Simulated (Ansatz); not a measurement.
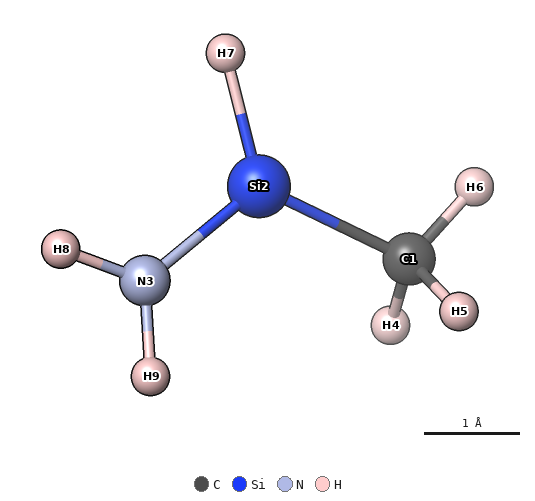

Fig. 1: The starting structure (ball-and-stick view, seen at a tilt; atoms are numbered from 1 in the order of the input). Bond lengths as drawn: C–H 1.09 Å, C–Si 1.87 Å, H–N 1.01 Å, H–Si 1.45 Å and N–Si 1.68 Å.

## Geometry relaxation of CH6NSi (charge +1)

- system: CH6NSi, charge +1, SMILES C[SiH]=[NH2+]
- method: RKS PBE0/def2-TZVP (Ansatz 0.2.0)

It belongs to a series of runs on one base structure; here: end point B relaxed. Figures and captions count atoms from 1; the log counts them from 0 in places.

### Log
```
The last accepted step is kept in [file] (removed where the run ends without a failure and the disk answers)
Engine: ansatz 0.2.0, aarch64-unknown-linux-gnu
Functional definition: PBE0
  parameter a = 0.25
  parameter kappa = 0.804
  parameter beta = 0.06672455060314922
  exchange = (1 - a)*pbe_x(kappa = kappa, mu = beta*pi^2/3) + a*exact_x
  correlation = pbe_c(beta = beta)
867 factors; their error is unknown
mean field evaluation 1: about -10472.4888 eV, gradient 9.7e1 eV
mean field evaluation 2: about -10445.6166 eV, gradient 1.3e2 eV
mean field evaluation 4: about -10490.4506 eV, gradient 1.1e1 eV
mean field evaluation 8: about -10490.7581 eV, gradient 2.9e-1 eV
mean field evaluation 16: about -10490.7582 eV, gradient 7.9e-6 eV
mean field -10490.75818461 eV, -385.5282523930 hartree, gradient 7.9e-6 eV, S^2 0.000000; 0 other end points of the search recorded, 0 dependent functions left out
the calculation of the forces begins
reference -10490.75821227 eV, -385.5282534096 hartree; 16, 16 occupied and 119, 119 virtual orbitals, 867 factors
relax step   1: F+E_penalty+E_count = -10490.75818461 eV  Δ(F+E_penalty+E_count) = +0.000e0 eV  max|allowed force component| = 1.630e0 eV/Å  Δτ_max = 0.0000 Å  (26 SCF iters, accepted)
these checks for a lower state are left out or cut short: starts, cluster_reference, orbital_swaps, neighbouring_geometries, increment
867 factors; their error is unknown
mean field -10490.81485151 eV, -385.5303348631 hartree, gradient 1.4e-5 eV, S^2 0.000000; 0 other end points of the search recorded, 0 dependent functions left out
the calculation of the forces begins
reference -10490.81487916 eV, -385.5303358795 hartree; 16, 16 occupied and 119, 119 virtual orbitals, 867 factors
relax step   2: F+E_penalty+E_count = -10490.81485151 eV  Δ(F+E_penalty+E_count) = -5.667e-2 eV  max|allowed force component| = 6.272e-1 eV/Å  Δτ_max = 0.0365 Å  (30 SCF iters, accepted)
these checks for a lower state are left out or cut short: starts, cluster_reference, orbital_swaps, neighbouring_geometries, increment
867 factors; their error is unknown
mean field -10490.82493126 eV, -385.5307052873 hartree, gradient 1.2e-5 eV, S^2 0.000000; 0 other end points of the search recorded, 0 dependent functions left out
the calculation of the forces begins
reference -10490.82495887 eV, -385.5307063021 hartree; 16, 16 occupied and 119, 119 virtual orbitals, 867 factors
relax step   3: F+E_penalty+E_count = -10490.82493126 eV  Δ(F+E_penalty+E_count) = -1.008e-2 eV  max|allowed force component| = 5.147e-2 eV/Å  Δτ_max = 0.0216 Å  (31 SCF iters, accepted)
these checks for a lower state are left out or cut short: starts, cluster_reference, orbital_swaps, neighbouring_geometries, increment
867 factors; their error is unknown
mean field evaluation 32: about -10490.7942 eV, gradient 2.7e-4 eV
mean field -10490.82518238 eV, -385.5307145156 hartree, gradient 1.1e-5 eV, S^2 0.000000; 0 other end points of the search recorded, 0 dependent functions left out
the calculation of the forces begins
reference -10490.82520998 eV, -385.5307155302 hartree; 16, 16 occupied and 119, 119 virtual orbitals, 867 factors
relax step   4: F+E_penalty+E_count = -10490.82518238 eV  Δ(F+E_penalty+E_count) = -2.511e-4 eV  max|allowed force component| = 2.561e-2 eV/Å  Δτ_max = 0.0051 Å  (31 SCF iters, accepted)
these checks for a lower state are left out or cut short: starts, cluster_reference, orbital_swaps, neighbouring_geometries, increment
867 factors; their error is unknown
mean field -10490.82527382 eV, -385.5307178763 hartree, gradient 1.1e-5 eV, S^2 0.000000; 0 other end points of the search recorded, 0 dependent functions left out
the calculation of the forces begins
reference -10490.82530143 eV, -385.5307188908 hartree; 16, 16 occupied and 119, 119 virtual orbitals, 867 factors
relax step   5: F+E_penalty+E_count = -10490.82527382 eV  Δ(F+E_penalty+E_count) = -9.145e-5 eV  max|allowed force component| = 1.411e-2 eV/Å  Δτ_max = 0.0057 Å  (31 SCF iters, accepted)
```

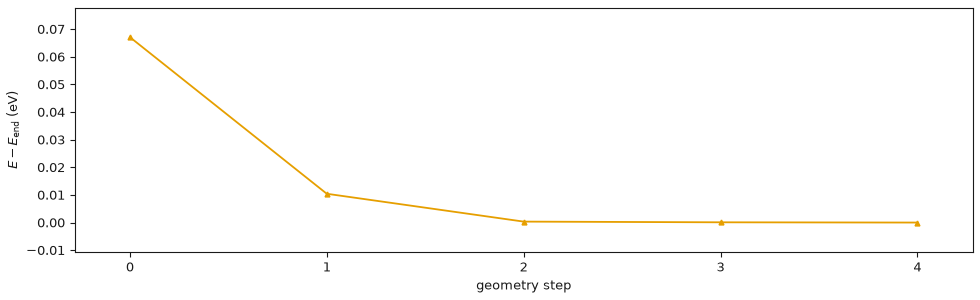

Fig. 2: Progress of the relaxation, step by step (the first geometry is step 0 here and step 1 in the log).

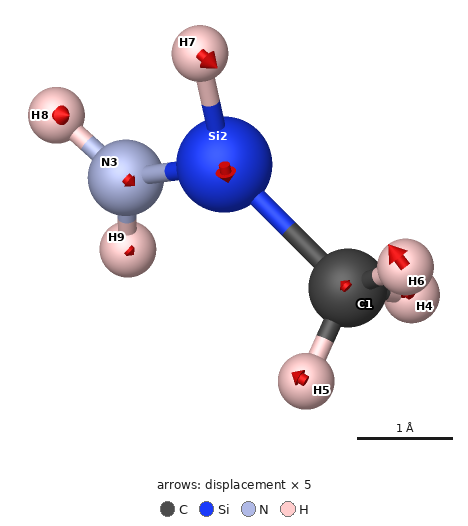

Fig. 3: The starting structure with the displacements as red arrows, magnified 5 times (ball-and-stick view, seen at a tilt). The two geometries are laid on each other by the best rigid fit. Over 4 geometry steps the energy falls by 0.067 eV. Largest force component: 1.6 eV/Å at the start, 0.014 eV/Å at the end. H6 moves most after the best rigid fit: 0.061 Å. Largest moves by element: H 0.061 Å, Si 0.048 Å, N 0.026 Å, C 0.022 Å. Distances before and after: C1–Si2 1.868 → 1.818 Å, Si2–N3 1.675 → 1.643 Å, Si2–H7 1.445 → 1.470 Å. Among the angles that change: C1–Si2–H7 127.8° → 124.9°. (Atoms are counted from 1 in the order of the input.)

```
867 factors; their error is unknown
mean field -10490.82527382 eV, -385.5307178763 hartree, gradient 3.8e-5 eV, S^2 0.000000; 1 other end points of the search recorded, 0 dependent functions left out
the calculation of the forces begins
reference -10490.82530143 eV, -385.5307188908 hartree; 16, 16 occupied and 119, 119 virtual orbitals, 867 factors
Total energy: -10490.82530143 eV, -385.5307188908 hartree
Atom 0 at    -0.781711     0.818513    -0.822739 Å, force    -0.014110     0.003648    -0.011655 eV/Å
Atom 1 at     0.666576    -0.086886    -0.200486 Å, force     0.011245    -0.001344     0.005826 eV/Å
Atom 2 at     1.442971    -1.194965    -1.132191 Å, force    -0.007465     0.004046    -0.012637 eV/Å
Atom 3 at    -1.573904     0.117353    -1.105311 Å, force     0.001585    -0.000466     0.001692 eV/Å
Atom 4 at    -0.512352     1.397640    -1.712344 Å, force     0.003988    -0.001933     0.002913 eV/Å
Atom 5 at    -1.163888     1.498488    -0.058779 Å, force     0.001861    -0.000181     0.005023 eV/Å
Atom 6 at     1.253127     0.082541     1.136209 Å, force     0.000333    -0.001743    -0.000610 eV/Å
Atom 7 at     2.252667    -1.714046    -0.816420 Å, force    -0.000988     0.001953     0.007268 eV/Å
Atom 8 at     1.174295    -1.435308    -2.077830 Å, force     0.003550    -0.003979     0.002180 eV/Å
Dipole moment:     0.103854    -0.093768    -0.015832 e Å
```

### Trajectory as extended XYZ (Å, eV, eV/Å), 5 frames, from step=1 to step=5
```
9
Properties=species:S:1:pos:R:3:forces:R:3 step=1 energy=-10490.75819
C    -0.7986    0.8304   -0.8295    0.4416  -0.1596   0.4063
Si    0.6865   -0.0823   -0.1568   -0.3784  -0.4662  -1.6297
N     1.4644   -1.2073   -1.1239   -0.4333   0.6027   0.4958
H    -1.5971    0.1411   -1.1100    0.0479  -0.2217  -0.0017
H    -0.5454    1.4140   -1.7172    0.2097  -0.0491  -0.0717
H    -1.2093    1.5221   -0.0916    0.1130  -0.0267   0.1422
H     1.2937    0.0525    1.1476    0.1340   0.1145   0.4679
H     2.2743   -1.7454   -0.8383   -0.0403   0.1041   0.1418
H     1.1893   -1.4417   -2.0703   -0.0942   0.1021   0.0492
9
Properties=species:S:1:pos:R:3:forces:R:3 step=2 energy=-10490.81485
C    -0.7911    0.8249   -0.8267    0.2777  -0.1204   0.2180
Si    0.6729   -0.0805   -0.1809   -0.0848  -0.2451  -0.6272
N     1.4481   -1.1967   -1.1297   -0.2051   0.2856   0.2293
H    -1.5752    0.1144   -1.1050    0.0025  -0.0192  -0.0192
H    -0.5124    1.3984   -1.7160    0.0094  -0.0131  -0.0183
H    -1.1840    1.5099   -0.0714    0.0309  -0.0275  -0.0054
H     1.2683    0.0726    1.1460    0.0323   0.0417   0.1331
H     2.2576   -1.7271   -0.8311   -0.0216   0.0547   0.0731
H     1.1736   -1.4325   -2.0752   -0.0413   0.0432   0.0166
9
Properties=species:S:1:pos:R:3:forces:R:3 step=3 energy=-10490.82493
C    -0.7822    0.8183   -0.8240    0.0515  -0.0325   0.0399
Si    0.6665   -0.0856   -0.1950   -0.0088   0.0250   0.0036
N     1.4401   -1.1910   -1.1309    0.0138  -0.0300  -0.0359
H    -1.5687    0.1104   -1.1049   -0.0172   0.0156  -0.0097
H    -0.5048    1.3918   -1.7143   -0.0175   0.0079  -0.0068
H    -1.1666    1.5001   -0.0629   -0.0094   0.0030  -0.0076
H     1.2565    0.0815    1.1408   -0.0087   0.0010  -0.0033
H     2.2498   -1.7145   -0.8223   -0.0033   0.0108   0.0193
H     1.1672   -1.4277   -2.0763   -0.0003  -0.0009   0.0006
9
Properties=species:S:1:pos:R:3:forces:R:3 step=4 energy=-10490.82518
C    -0.7817    0.8183   -0.8231    0.0156  -0.0079   0.0056
Si    0.6679   -0.0847   -0.1984   -0.0038   0.0001   0.0168
N     1.4421   -1.1923   -1.1318    0.0003  -0.0151  -0.0256
H    -1.5706    0.1135   -1.1053   -0.0049   0.0045  -0.0033
H    -0.5087    1.3948   -1.7131   -0.0085   0.0053  -0.0032
H    -1.1660    1.4989   -0.0610   -0.0013   0.0025   0.0014
H     1.2543    0.0818    1.1390   -0.0010   0.0026  -0.0056
H     2.2506   -1.7153   -0.8194   -0.0002   0.0086   0.0135
H     1.1699   -1.4317   -2.0767    0.0036  -0.0007   0.0004
9
Properties=species:S:1:pos:R:3:forces:R:3 step=5 energy=-10490.82527
C    -0.7817    0.8185   -0.8227   -0.0141   0.0036  -0.0117
Si    0.6666   -0.0869   -0.2005    0.0112  -0.0013   0.0058
N     1.4430   -1.1950   -1.1322   -0.0075   0.0040  -0.0126
H    -1.5739    0.1174   -1.1053    0.0016  -0.0005   0.0017
H    -0.5124    1.3976   -1.7123    0.0040  -0.0019   0.0029
H    -1.1639    1.4985   -0.0588    0.0019  -0.0002   0.0050
H     1.2531    0.0825    1.1362    0.0003  -0.0017  -0.0006
H     2.2527   -1.7140   -0.8164   -0.0010   0.0020   0.0073
H     1.1743   -1.4353   -2.0778    0.0036  -0.0040   0.0022
```

This output came from the following input.

### The input
```yaml
crystal:
  periodic: [false, false, false]
  atoms:
    - { symbol: C, position_ang: [-0.79863, 0.83036, -0.82945] }
    - { symbol: Si, position_ang: [0.68651, -0.08229, -0.1568] }
    - { symbol: "N", position_ang: [1.46437, -1.20732, -1.12386] }
    - { symbol: H, position_ang: [-1.59708, 0.14107, -1.11003] }
    - { symbol: H, position_ang: [-0.54541, 1.41404, -1.71719] }
    - { symbol: H, position_ang: [-1.20931, 1.5221, -0.09159] }
    - { symbol: H, position_ang: [1.29375, 0.05249, 1.14763] }
    - { symbol: H, position_ang: [2.2743, -1.74542, -0.83825] }
    - { symbol: H, position_ang: [1.18928, -1.4417, -2.07035] }
total_charge: 1
basis:
  gaussian: { orbitals: def2-TZVP }
hamiltonian:
  xc: pbe0
relax:
  f_tol: 0.015
  max_steps: 40
```

Launched with:
```bash
ansatz run input.yaml --threads 2 --pin off --max-ram 3072MiB --backend cpu --events-out ev --progress --plain --runs-dir out
```

### Key numbers

- outcome: converged
- total energy: −10490.8253 eV
- mean-field energy: −10490.8253 eV
- largest force (length of the vector) at the end: 0.019 eV/Å
- hardware: 2 threads of Arm Neoverse V2, 24 GiB of memory available, shared host
- wall time: 10 s (CPU time 19 s)
- peak memory: 0.22 GiB
